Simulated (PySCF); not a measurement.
## A study: C5H8, SMILES `C=CC1CC1`

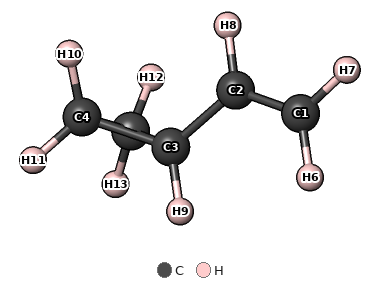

The molecule, with its atoms numbered as below. No frequency check shows the geometry to be a minimum.

Cartesian coordinates (Å):

```
C1       2.2189   -0.0010   -0.1171
C2       0.9953    0.0028    0.3852
C3      -0.2318   -0.0014   -0.4220
C4      -1.4438   -0.7460    0.0775
C5      -1.4444    0.7460    0.0704
H6       2.3936   -0.0090   -1.1805
H7       3.0935    0.0034    0.5098
H8       0.8461    0.0098    1.4576
H9      -0.0610   -0.0073   -1.4918
H10     -1.3668   -1.2517    1.0282
H11     -2.0508   -1.2691   -0.6454
H12     -1.3678    1.2608    1.0162
H13     -2.0519    1.2617   -0.6575
```

Part 1: Bonding charge

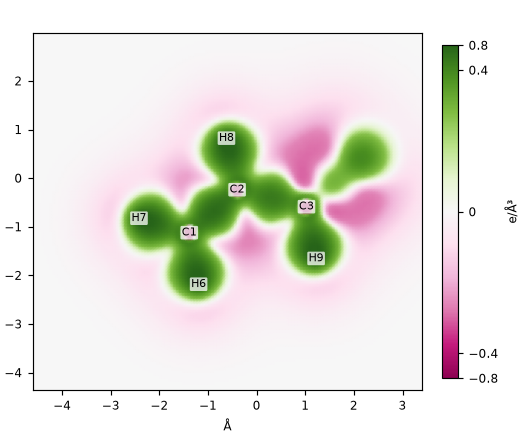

Deformation density (molecule less spherical, spin-averaged free atoms) in the plane of C1, C2, C3, H6, H7, H8 and H9; colour scale in e/Å³, logarithmic beyond ±0.1; green: gain, pink: loss.

Level of theory: TPSSh/aug-cc-pVDZ (PySCF), at a geometry from GFN2-xTB.

**How much density has each bond in this plane gained at its critical point, relative to the free atoms?**

C1–H7: +0.69 e/Å³ at the bond critical point (bond length 1.08 Å). C2–H8: +0.69 e/Å³ at the bond critical point (bond length 1.08 Å). C1–H6: +0.69 e/Å³ at the bond critical point (bond length 1.08 Å). C3–H9: +0.69 e/Å³ at the bond critical point (bond length 1.08 Å). C1–C2: +0.67 e/Å³ at the bond critical point (bond length 1.32 Å). C2–C3: +0.50 e/Å³ at the bond critical point (bond length 1.47 Å). In all, 2.8 electrons gather in the regions of gain relative to the promolecule.

**Where do the Hirshfeld charges lie?**

The highest Hirshfeld charge is on H9 (+0.05 e), the lowest on C1 (−0.11 e).

```json
{"atom": "C1", "charge (e)": "−0.11"}
{"atom": "C2", "charge (e)": "−0.04"}
{"atom": "C3", "charge (e)": "−0.04"}
{"atom": "C4", "charge (e)": "−0.08"}
{"atom": "C5", "charge (e)": "−0.08"}
{"atom": "H6", "charge (e)": "+0.04"}
{"atom": "H7", "charge (e)": "+0.04"}
{"atom": "H8", "charge (e)": "+0.04"}
{"atom": "H9", "charge (e)": "+0.05"}
{"atom": "H10", "charge (e)": "+0.04"}
{"atom": "H11", "charge (e)": "+0.05"}
{"atom": "H12", "charge (e)": "+0.04"}
{"atom": "H13", "charge (e)": "+0.05"}
```

Part 2: Bond critical points

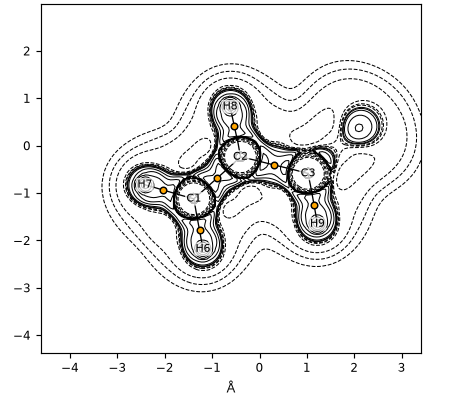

Negative Laplacian of the density (−∇²ρ) in the plane of C1, C2, C3, H6, H7, H8 and H9 (solid lines positive, dashed lines negative, contours at ±0.02 to ±8 a.u.), with bond paths and bond critical points (dots).

**At which bond critical points in this plane is charge locally concentrated, and at which depleted?**

Concentrated (∇²ρ < 0): C1–C2 (−0.90 a.u.); C1–H7 (−1.05 a.u.); C1–H6 (−1.04 a.u.); C2–H8 (−1.03 a.u.); C3–H9 (−1.02 a.u.); C2–C3 (−0.62 a.u.). At none is it depleted.

**Where along C1–H7 does the critical point lie?**

0.68 Å from C1 and 0.40 Å from H7.

Part 3: Electrostatic potential

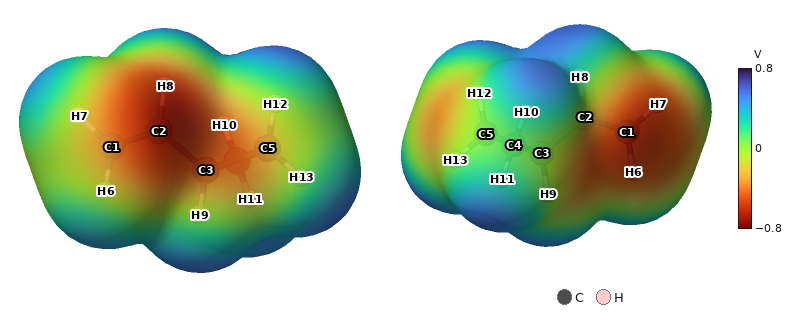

Electrostatic potential on the surface of electron density 0.001 a.u. (back view left, front view right).

**Where are the extremes of the potential on the surface?**

Highest: 0.58 V, 1.3 Å from H8. Lowest: −0.74 V, over C1, off the plane of its three bonds (2.1 Å). Further minima include −0.35 V, off the C4–C5 bond (2.1 Å from its atoms). The surface is sampled at points, so like sites can differ by a few per cent and only the strongest of them is named.
